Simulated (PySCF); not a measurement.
# C2H2F4: a changed input and its effect

System: C2H2F4, SMILES FCC(F)(F)F.
Method of run 1: GIAO KT2/pcSseg-1 NMR shielding, non-relativistic, gas phase (PySCF 2.14.0).

The geometry comes from this level: GFN2-xTB. Text and figures count atoms from 1; the logs count them from 0 in places.

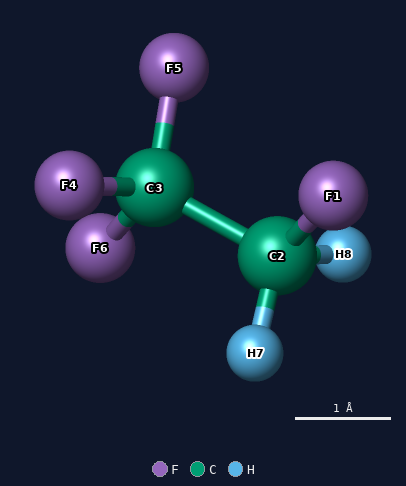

Figure 1. The structure (ball-and-stick view, seen at a tilt; atoms are numbered from 1 in the order of the input). Bond lengths as drawn: C–C 1.53 Å, C–F 1.33 to 1.36 Å and C–H 1.10 Å.

**The input, run 1**
```
{"job": {"kind": "nmr", "xc": "KT2", "basis": "pcSseg-1", "pop": false}, "charge": 0, "multiplicity": 1}
F     -1.296532    -1.211393    -0.056272
C     -0.790196     0.047631    -0.109358
C      0.729173     0.013169     0.072015
F      1.095296    -0.497590     1.247630
F      1.344722    -0.687835    -0.880136
F      1.214618     1.263518     0.016995
H     -1.235376     0.634966     0.700549
H     -1.025477     0.475183    -1.089685
```

The first line tells a small driver script what to run in PySCF; the rest is the geometry in Å.

Command:
```bash
OMP_NUM_THREADS=1 python <driver script> task.json out
```

Hardware: 1 CPU thread, shared host.

**Output (run 1)**
```
coarse grid: 7760 points
cycle   1  E = -482.8184729673  dE =  9.253e-01  |g| = 1.187e+00  |ddm| = 2.326e+00
cycle   2  E = -482.2392605267  dE =  5.792e-01  |g| = 2.284e+00  |ddm| = 1.764e+00
cycle   3  E = -483.0264334963  dE = -7.872e-01  |g| = 1.176e-01  |ddm| = 1.254e+00
cycle   4  E = -483.0282336221  dE = -1.800e-03  |g| = 8.148e-02  |ddm| = 1.243e-01
cycle   5  E = -483.0293362960  dE = -1.103e-03  |g| = 2.264e-02  |ddm| = 4.965e-02
cycle   6  E = -483.0294189455  dE = -8.265e-05  |g| = 5.043e-03  |ddm| = 1.573e-02
cycle   7  E = -483.0294231742  dE = -4.229e-06  |g| = 1.506e-03  |ddm| = 3.901e-03
final grid: 79576 points
cycle   8  E = -483.2031696749  dE = -7.953e-05  |g| = 4.773e-02  |ddm| = 4.443e-02
cycle   9  E = -483.2023956600  dE =  7.740e-04  |g| = 8.552e-02  |ddm| = 6.246e-02
cycle  10  E = -483.2034978900  dE = -1.102e-03  |g| = 2.831e-03  |ddm| = 4.166e-02
cycle  11  E = -483.2034992678  dE = -1.378e-06  |g| = 7.215e-04  |ddm| = 2.026e-03
cycle  12  E = -483.2034993394  dE = -7.161e-08  |g| = 2.004e-04  |ddm| = 4.585e-04
cycle  13  E = -483.2034993458  dE = -6.374e-09  |g| = 5.250e-05  |ddm| = 1.625e-04
cycle  14  E = -483.2034993462  dE = -3.859e-10  |g| = 2.005e-05  |ddm| = 3.767e-05
converged SCF energy = -483.2034993462

GIAO shielding tensors (ppm)
atom      isotropic    diamagn.    paramagn.     s11        s22        s33       span
  0 F      426.810     470.661     -43.851    407.482    409.520    463.429     55.948
  1 C      102.003     244.097    -142.094     79.008     82.721    144.279     65.272
  2 C       54.121     241.904    -187.783     48.124     52.696     61.545     13.421
  3 F      249.192     473.989    -224.797    168.367    247.306    331.904    163.537
  4 F      249.192     473.930    -224.738    168.362    247.327    331.888    163.526
  5 F      249.779     474.393    -224.614    167.829    249.958    331.551    163.722
  6 H       26.707      27.872      -1.164     23.124     27.040     29.959      6.835
  7 H       26.706      27.842      -1.136     23.122     27.039     29.958      6.836
```

For run 2 the input was changed thus:
```diff
-"xc": "KT2"
+"xc": "PBE0"
-F     -1.296532    -1.211393    -0.056272
-C     -0.790196     0.047631    -0.109358
-C      0.729173     0.013169     0.072015
-F      1.095296    -0.497590     1.247630
-F      1.344722    -0.687835    -0.880136
-F      1.214618     1.263518     0.016995
-H     -1.235376     0.634966     0.700549
-H     -1.025477     0.475183    -1.089685
+F      0.483816    -1.525173     4.151625
+C      0.197608    -1.970655     2.960266
+C      1.226581    -1.689921     1.838829
+F      1.420821    -0.366543     1.710620
+F      2.420150    -2.238426     2.032805
+F      0.721210    -2.124652     0.707820
+H     -0.809245    -1.652649     2.603849
+H      0.297839    -3.085489     3.098445
```

What does this change do to the results?

The total energies belong to different methods, so their difference says nothing on which is more stable or more accurate. The HOMO goes from −8.74 to −10.03 eV. The LUMO goes from 0.29 to 1.38 eV. The dipole moment goes from 1.90 to 1.80 D. Of all shieldings, the largest change is that of F6, by +24.8 ppm. The functional changes from KT2 to PBE0. The SCF takes 12 iterations against 14.

**Output (run 2)**
```
coarse grid: 7760 points
cycle   1  E = -476.0769825878  dE =  9.912e-01  |g| = 9.318e-01  |ddm| = 2.336e+00
cycle   2  E = -475.9249606653  dE =  1.520e-01  |g| = 1.399e+00  |ddm| = 1.058e+00
cycle   3  E = -476.2162341841  dE = -2.913e-01  |g| = 4.253e-02  |ddm| = 6.481e-01
cycle   4  E = -476.2164058867  dE = -1.717e-04  |g| = 2.843e-02  |ddm| = 3.377e-02
cycle   5  E = -476.2165271848  dE = -1.213e-04  |g| = 7.401e-03  |ddm| = 1.699e-02
cycle   6  E = -476.2165343602  dE = -7.175e-06  |g| = 1.692e-03  |ddm| = 3.841e-03
final grid: 79576 points
cycle   7  E = -476.2755934213  dE = -3.382e-05  |g| = 5.617e-03  |ddm| = 1.463e-02
cycle   8  E = -476.2755889717  dE =  4.450e-06  |g| = 8.007e-03  |ddm| = 6.974e-03
cycle   9  E = -476.2755990563  dE = -1.008e-05  |g| = 4.975e-04  |ddm| = 3.783e-03
cycle  10  E = -476.2755990980  dE = -4.169e-08  |g| = 1.358e-04  |ddm| = 4.338e-04
cycle  11  E = -476.2755991007  dE = -2.719e-09  |g| = 5.246e-05  |ddm| = 1.024e-04
cycle  12  E = -476.2755991011  dE = -3.670e-10  |g| = 9.498e-06  |ddm| = 2.884e-05
converged SCF energy = -476.2755991011

GIAO shielding tensors (ppm)
atom      isotropic    diamagn.    paramagn.     s11        s22        s33       span
  0 F      439.633     461.299     -21.666    387.454    431.524    499.921    112.467
  1 C      102.926     238.958    -136.032     78.040     91.250    139.489     61.449
  2 C       57.204     235.204    -178.000     52.789     53.876     64.947     12.158
  3 F      265.768     478.861    -213.092    172.922    274.132    350.251    177.329
  4 F      267.319     466.679    -199.360    186.417    269.695    345.844    159.427
  5 F      274.556     477.244    -202.689    205.909    281.169    336.589    130.680
  6 H       26.509      27.760      -1.251     22.452     27.480     29.594      7.141
  7 H       26.097      23.326       2.771     21.752     26.936     29.602      7.850
```

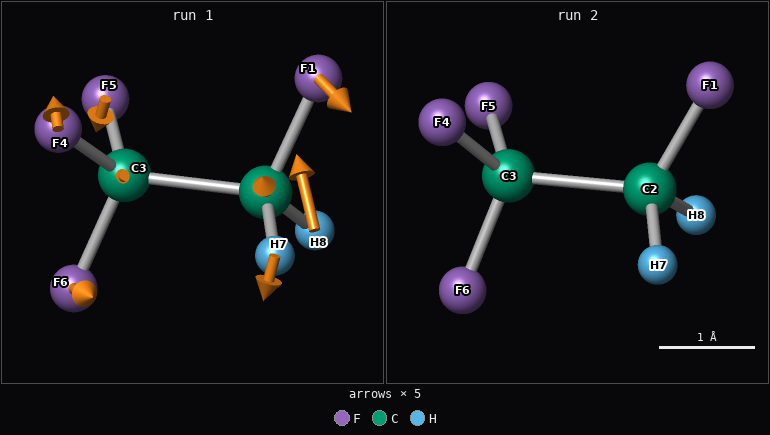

Figure 2. The two input geometries at one scale (ball-and-stick view, seen at an oblique angle). The orange arrows on the first give the shifts of the atoms after the best rigid fit, magnified 5 times. The atom that moves furthest after the best rigid fit is H8 (0.17 Å). By element the largest moves are H 0.17 Å, F 0.11 Å, C 0.06 Å. Among the contacts that change: F1–C2 1.358 → 1.304 Å, C2–H8 1.095 → 1.128 Å, C3–F6 1.342 → 1.313 Å, C2–H7 1.095 → 1.114 Å.

**The two runs side by side**

```tsv
quantity	run 1	run 2
outcome	converged	converged
total energy (hartree)	−483.203499	−476.275599
HOMO (eV)	−8.74	−10.03
LUMO (eV)	0.29	1.38
dipole moment (D)	1.90	1.80
shielding of F1 (ppm)	426.8	439.6
shielding of C2 (ppm)	102.0	102.9
shielding of C3 (ppm)	54.1	57.2
shielding of F4 (ppm)	249.2	265.8
shielding of F5 (ppm)	249.2	267.3
shielding of F6 (ppm)	249.8	274.6
shielding of H8 (ppm)	26.7	26.1
SCF iterations	14	12
basis functions	112	112
wall time (shared host)	8.9 s	6.7 s
```
